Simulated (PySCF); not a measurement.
**C2ClF5 (chloropentafluoroethane): levels of theory compared**

Wanted: a comparison of 3 runs (PBE0/def2-SVP, SVWN5/def2-SVP, r2SCAN/def2-SVP) of C2ClF5 (chloropentafluoroethane). 

Program for the calculation: PySCF 2.14.0.

1 further run of the same task is left out (set aside as unsound or not needed).

## Step 1: Starting point

The species is C2ClF5 (8 atoms), meant as a singlet with charge 0. As SMILES, `FC(F)(F)C(F)(F)Cl`. The coordinates come from a PBE0-D4/def2-TZVP relaxation.

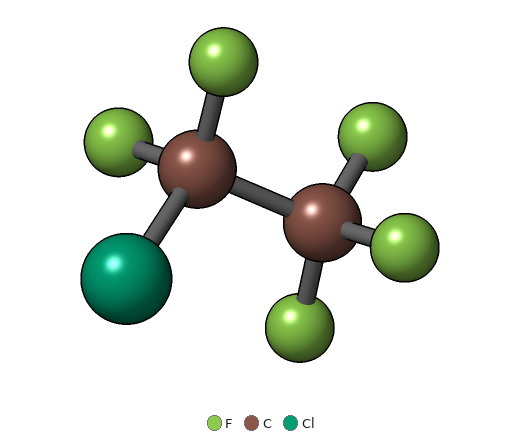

The structure, seen from a chosen angle (fluorine green, carbon brown, chlorine teal).

## Step 2: A single-point energy at PBE0/def2-SVP (run 1)

Contents of input.py:

```python
# chloropentafluoroethane
from pyscf import gto, dft

mol = gto.M(
    atom='''
F      0.902061    -3.105670    -0.696459
C     -0.000813    -0.836733    -1.240983
F     -2.349478    -1.059097    -2.074126
F      1.407487     0.184532    -3.047637
C      0.084660     0.892442     1.125804
F     -0.775279     3.167124     0.485886
F      2.477771     1.121193     1.863289
Cl    -1.746372    -0.363791     3.584262
''',
    unit='bohr',
    basis='def2-svp',
    verbose=3,
    max_memory=1860,
    spin=0,
)

mf = dft.RKS(mol, xc='pbe0')
mf.grids.level = 5
mf.conv_tol = 1e-10
mf.kernel()
if not mf.converged:
    mf = mf.newton().run(mf.mo_coeff, mf.mo_occ)

e_tot = mf.e_tot
print('E(%s) = %.9f' % ('PBE0', e_tot))
```

Started as:

```sh
$ OMP_NUM_THREADS=1 python input.py
```

Output:

```text
converged SCF energy = -1034.33936567236
E(PBE0) = -1034.339365672
```

Wall time 33 s (1 thread of Intel Xeon at 2.70GHz, shared host); peak memory 0.66 GiB.

## Step 3: A single-point energy at SVWN5/def2-SVP (run 2)

Contents of input.py:

```python
from pyscf import gto, dft

mol = gto.M(
    atom='''
F      0.477350    -1.643450    -0.368550
C     -0.000430    -0.442780    -0.656700
F     -1.243290    -0.560450    -1.097580
F      0.744810     0.097650    -1.612740
C      0.044800     0.472260     0.595750
F     -0.410260     1.675970     0.257120
F      1.311180     0.593310     0.986010
Cl    -0.924140    -0.192510     1.896710
''',
    verbose=3,
    basis='def2-svp',
    spin=0,
    max_memory=1860,
)

calc0 = dft.RKS(mol)
calc0.xc = 'svwn'
calc0.grids.level = 5
calc0.conv_tol = 1e-10
calc0.kernel()
if not calc0.converged:
    calc0 = calc0.newton().run(calc0.mo_coeff, calc0.mo_occ)

energy = calc0.e_tot
print('Final energy', energy)
```

Started as:

```sh
$ OMP_NUM_THREADS=1 python input.py
```

Output:

```text
converged SCF energy = -1029.76500393202
Final energy -1029.765003932022
```

Wall time 18 s (1 thread of Intel Xeon at 2.70GHz, shared host); peak memory 0.45 GiB.

## Step 4: The energy at r2SCAN/def2-SVP (run 3)

Contents of geometry.xyz:

```xyz
8
C2ClF5
F      0.477350    -1.643450    -0.368550
C     -0.000430    -0.442780    -0.656700
F     -1.243290    -0.560450    -1.097580
F      0.744810     0.097650    -1.612740
C      0.044800     0.472260     0.595750
F     -0.410260     1.675970     0.257120
F      1.311180     0.593310     0.986010
Cl    -0.924140    -0.192510     1.896710
```

Contents of job.py:

```python
from pyscf import gto, dft

mol = gto.Mole()
mol.atom = 'geometry.xyz'
mol.basis = 'def2-svp'
mol.max_memory = 1860
mol.verbose = 3
mol.build()

myscf = dft.RKS(mol, xc='r2scan')
myscf.conv_tol = 1e-10
myscf.grids.level = 5
myscf.kernel()
if not myscf.converged:
    myscf = myscf.newton().run(myscf.mo_coeff, myscf.mo_occ)

energy = myscf.e_tot
print(f'total energy: {energy:.8f} hartree')
```

Started as:

```sh
$ OMP_NUM_THREADS=1 python job.py
```

Output:

```text
converged SCF energy = -1034.76753076124
total energy: -1034.76753076 hartree
```

Wall time 61 s (1 thread of Intel Xeon at 2.70GHz, shared host); peak memory 0.67 GiB.

## Step 5: All runs side by side

```tsv
run	level	energy (Eh)	dipole moment (D)	HOMO energy (eV)	LUMO energy (eV)	wall time
1	PBE0/def2-SVP	-1034.339366	0.39	-9.99	0.57	33 s
2	SVWN5/def2-SVP	-1029.765004	0.36	-8.42	-0.75	18 s
3	r2SCAN/def2-SVP	-1034.767531	0.29	-8.84	-0.42	61 s
```

## Step 6: Results

| quantity | value |
| --- | --- |
| run 3: total energy | -1034.76753 Eh |
| run 3: dipole moment | 0.29 D |
| run 3: HOMO energy | -8.84 eV |
| run 3: LUMO energy | -0.42 eV |
| run 3: HOMO–LUMO gap | 8.43 eV |

The dipole moment (its size) runs from 0.29 D (r2SCAN/def2-SVP) to 0.39 D (PBE0/def2-SVP). The HOMO–LUMO gap runs from 7.67 eV (SVWN5/def2-SVP) to 10.55 eV (PBE0/def2-SVP). Totals of different functionals can't be ranked against each other. All runs together took 1.9 min, the longest 61 s.
